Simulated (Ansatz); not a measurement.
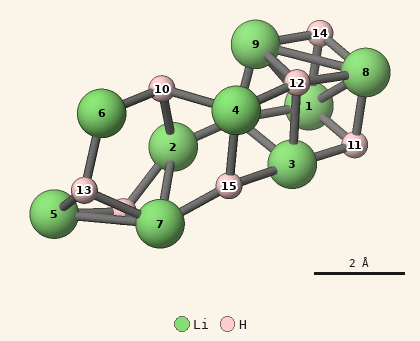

**Figure 1.** The structure (ball-and-stick view, seen at a tilt; atoms are numbered from 1 in the order of the input). Sticks mark near contacts. Bond lengths as drawn: H–Li 1.72 to 2.06 Å and Li–Li 2.50 to 2.55 Å.

## Single-point calculation, with input and output: Li₉H₈

The run: single-point calculation of Li₉H₈, multiplicity 2. Method and program: UKS PBE-D4/def2-TZVP (Ansatz 0.2.0).

The geometry comes from this level: PBE-D4/def2-SVP.

**Input**
```yaml
crystal:
  periodic: [false, false, false]
  atoms:
    - {symbol: Li, position_ang: [1.550311, -0.255375, -2.849414]}
    - {symbol: Li, position_ang: [-0.617564, 1.085524, -0.163375]}
    - {symbol: Li, position_ang: [-0.041431, -1.379134, -1.103796]}
    - {symbol: Li, position_ang: [0.401778, -0.924042, 1.376907]}
    - {symbol: Li, position_ang: [-3.077385, 2.439243, 1.348284]}
    - {symbol: Li, position_ang: [-0.797780, 1.379694, 2.923963]}
    - {symbol: Li, position_ang: [-2.511428, -0.003720, 1.062054]}
    - {symbol: Li, position_ang: [2.470186, -2.092677, -1.411158]}
    - {symbol: Li, position_ang: [2.178432, 0.238643, -0.424902]}
    - {symbol: H, position_ang: [0.311611, 0.887591, 1.658234]}
    - {symbol: H, position_ang: [0.979409, -1.932466, -2.443400]}
    - {symbol: H, position_ang: [1.571360, -1.436900, 0.171656]}
    - {symbol: H, position_ang: [-2.519550, 1.258201, 2.583571]}
    - {symbol: H, position_ang: [3.039750, -0.411274, -1.819514]}
    - {symbol: H, position_ang: [-1.133662, -0.913034, 0.395685]}
    - {symbol: H, position_ang: [-2.378157, 1.543200, 0.051654]}
    - {symbol: H, position_ang: [0.574121, 0.516536, -1.356448]}
basis:
  gaussian: {orbitals: def2-TZVP, initial_orbitals: start.molden}
magnetization: {spin_polarized: true, initial_magnetization: 1}
hamiltonian: {xc: pbe, dispersion: d4}
scf: {omitted_lower_state_checks: [starts]}
output: {orbitals: {seedname: orbitals}}
```

Hardware: 4 threads of Arm Neoverse V1, 23 GiB of memory available, shared host.

Run as:
```bash
ansatz run in.yaml --threads 4 --pin off --events-out ev --progress --plain --max-ram 3916MiB
```

**Log**
```
Functional definition: PBE
  name "PBE"
  cite "Perdew, Burke & Ernzerhof, Phys. Rev. Lett. 77, 3865 (1996) doi:10.1103/PhysRevLett.77.3865"
  parent pbe
  parameter kappa = 0.804
  parameter beta = 0.06672455060314922
  exchange = pbe_x(kappa = kappa, mu = beta*pi^2/3)
  correlation = pbe_c(beta = beta)
these checks for a lower state are left out or cut short: starts
1513 factors; their error is unknown
mean field evaluation 1: about -1968.6450 eV, gradient 6.0e0 eV
mean field evaluation 2: about -1968.7251 eV, gradient 1.2e-1 eV
mean field evaluation 4: about -1968.7188 eV, gradient 1.8e-2 eV
mean field evaluation 8: about -1968.7188 eV, gradient 5.9e-5 eV
mean field -1968.71879184 eV, -72.3490811547 hartree, gradient 3.8e-6 eV, S^2 0.751564; 0 other end points of the search recorded, 0 dependent functions left out
reference -1968.71887930 eV, -72.3490843687 hartree; 18, 17 occupied and 156, 157 virtual orbitals, 1513 factors
Total energy: -1969.09193327 eV, -72.3627938491 hartree
Checks for a lower state left out: starts
```

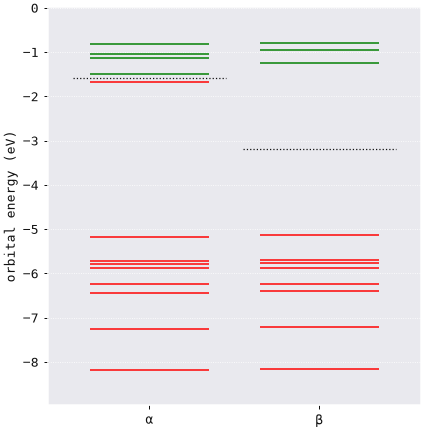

**Figure 2.** Orbital energies near the frontier for α and β spins; the dotted line parts filled from empty levels, and levels within 0.02 eV of each other stand side by side. α: highest filled −1.67 eV, lowest empty −1.49 eV, 0.18 eV apart; β: highest filled −5.12 eV, lowest empty −1.24 eV, 3.88 eV apart.

**Summary**

```csv
quantity,value
outcome,converged
total energy,−1969.0919 eV
mean-field energy,−1968.7189 eV
dispersion energy,−0.3731 eV
⟨S²⟩,0.752
SCF solution under orbital rotations,stable
HOMO (either spin),−1.67 eV
LUMO (either spin),−1.49 eV
wall time,4.4 s (CPU time 17 s)
peak memory,0.37 GiB
```
